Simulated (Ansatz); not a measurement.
Run report: CH2GeN, frequency calculation

The run: frequency calculation of CH2GeN, multiplicity 2. Method and program: B3LYP/6-31G*, UKS (Ansatz 0.2.0).

The geometry was optimised with B3LYP/6-31G*. Figures and captions count atoms from 1; the log counts them from 0 in places.

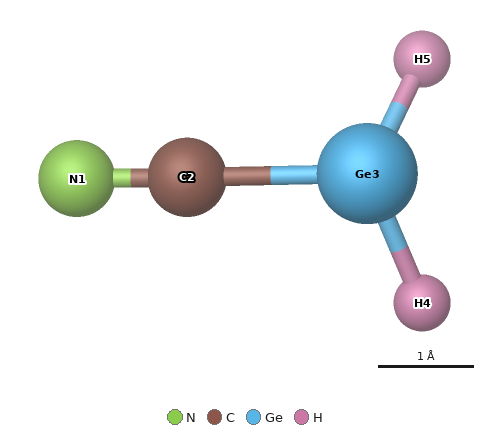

*The structure as given in the input (ball-and-stick view, seen on its broad side; atoms are numbered from 1 in the order of the input). Sticks mark near contacts.*

Input file:
```yaml
crystal:
  periodic: [false, false, false]
  atoms:
    - {symbol: N, position_ang: [1.595369, -1.033183, 1.306716]}
    - {symbol: C, position_ang: [0.843160, -0.538135, 0.566135]}
    - {symbol: Ge, position_ang: [-0.309741, 0.239894, -0.759677]}
    - {symbol: H, position_ang: [-1.667608, -0.495665, -0.690949]}
    - {symbol: H, position_ang: [-0.411180, 1.753689, -0.463526]}
basis:
  gaussian: {orbitals: "6-31G*"}
magnetization: {spin_polarized: true, initial_magnetization: 1}
hamiltonian: {xc: {name: B3LYP}}
phonons: {temperatures: {t_min: 298.15, t_max: 298.15, t_step: 1}}
```

Run on 1 thread of Arm Neoverse N1, 112 GiB of memory available, shared host.

Launch command:
```bash
ansatz run job.yaml --threads 1 --pin off --max-ram 3480MiB --events-out events.jsonl --progress --plain --runs-dir runs
```

Output:
```
Functional definition: B3LYP
  name "B3LYP"
  parameter a0 = 0.2
  parameter ax = 0.72
  parameter ac = 0.81
  exchange = (1 - a0 - ax)*slater_x + ax*b88_x + a0*exact_x
  correlation = (1 - ac)*vwn_rpa_c + ac*lyp_c
739 factors; integrals over basis functions are off by at most 3.2e-4 eV
mean field evaluation 1: about -59064.6982 eV, gradient 3.2e1 eV
mean field evaluation 2: about -59026.8601 eV, gradient 8.0e1 eV
mean field evaluation 4: about -59069.1925 eV, gradient 6.8e0 eV
mean field evaluation 8: about -59069.4537 eV, gradient 1.5e-1 eV
mean field evaluation 16: about -59069.4539 eV, gradient 2.7e-4 eV
mean field -59069.45385254 eV, -2170.7623903671 hartree, gradient 3.6e-5 eV, S^2 0.752804; 0 other end points of the search recorded, 0 dependent functions left out
the calculation of the forces begins
reference -59069.45406101 eV, -2170.7623980282 hartree; 24, 23 occupied and 45, 46 virtual orbitals, 739 factors
these checks for a lower state are left out or cut short: stability, starts, cluster_reference, orbital_swaps, neighbouring_geometries, increment
739 factors; integrals over basis functions are off by at most 3.2e-4 eV
mean field -59069.45369421 eV, -2170.7623845486 hartree, gradient 2.1e-6 eV, S^2 0.752846; 0 other end points of the search recorded, 0 dependent functions left out
[... from here on the field's lines of each further geometry are left out, up to the last ...]
the calculation of the forces begins
reference -59069.45405687 eV, -2170.7623978761 hartree; 24, 23 occupied and 45, 46 virtual orbitals, 739 factors
these checks for a lower state are left out or cut short: stability, starts, cluster_reference, orbital_swaps, neighbouring_geometries, increment
739 factors; integrals over basis functions are off by at most 3.2e-4 eV
mean field evaluation 192: about -59069.4538 eV, gradient 2.1e-6 eV
mean field -59069.45384723 eV, -2170.7623901717 hartree, gradient 2.1e-6 eV, S^2 0.752805; 0 other end points of the search recorded, 0 dependent functions left out
the calculation of the forces begins
reference -59069.45405570 eV, -2170.7623978330 hartree; 24, 23 occupied and 45, 46 virtual orbitals, 739 factors
Total energy: -59069.45406101 eV, -2170.7623980282 hartree
Atom 0 at     1.595369    -1.033183     1.306716 Å, force    -0.001220     0.000696    -0.000088 eV/Å
Atom 1 at     0.843160    -0.538135     0.566135 Å, force     0.000740    -0.000317    -0.001026 eV/Å
Atom 2 at    -0.309741     0.239894    -0.759677 Å, force     0.001446    -0.000883     0.000614 eV/Å
Atom 3 at    -1.667608    -0.495665    -0.690949 Å, force    -0.000421     0.000358     0.000259 eV/Å
Atom 4 at    -0.411180     1.753689    -0.463526 Å, force    -0.000546     0.000146     0.000241 eV/Å
Dipole moment:    -0.479669     0.317211    -0.487386 e Å
Vibrations: 262.94 280.40 474.81 631.36 638.70 830.55 2071.41 2117.73 2275.02 cm⁻¹, zero-point energy 0.594065 eV
```

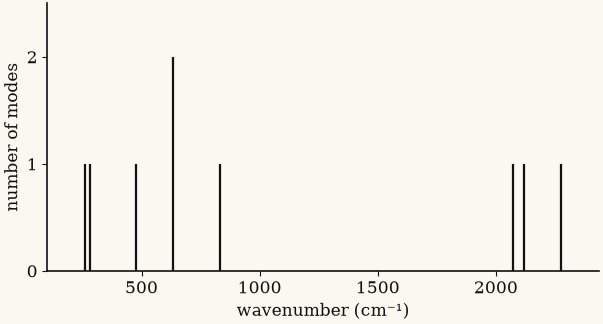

*Harmonic vibrational wavenumbers from the force constants; neighbouring modes closer than 9 cm⁻¹ are counted in one stick.*

9 modes from 263 to 2275 cm⁻¹, none imaginary.

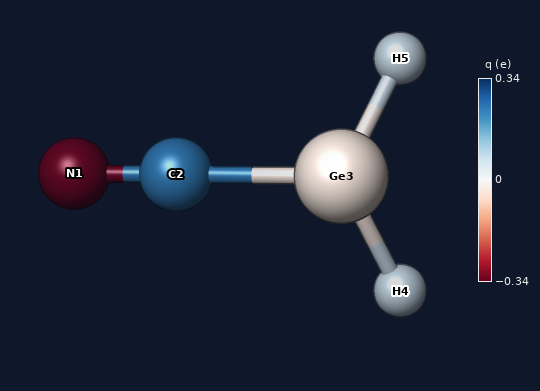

*Mulliken charges, as the colour of each atom (ball-and-stick view, seen on its broad side; atoms are numbered from 1 in the order of the input; Mulliken charges depend strongly on the basis).*

By element: N −0.33, C +0.23, Ge −0.03 and H +0.06 e.

Key numbers:

- outcome: converged
- total energy: −2170.762398 hartree
- basis functions: 69
- largest force: 0.002 eV/Å
- ⟨S²⟩: 0.753
- zero-point energy: 0.021831 hartree
- dipole moment: 3.62 D
- wavenumbers, lowest and highest: 263 and 2275 cm⁻¹
- wall time: 2 min
- peak memory: 0.17 GiB
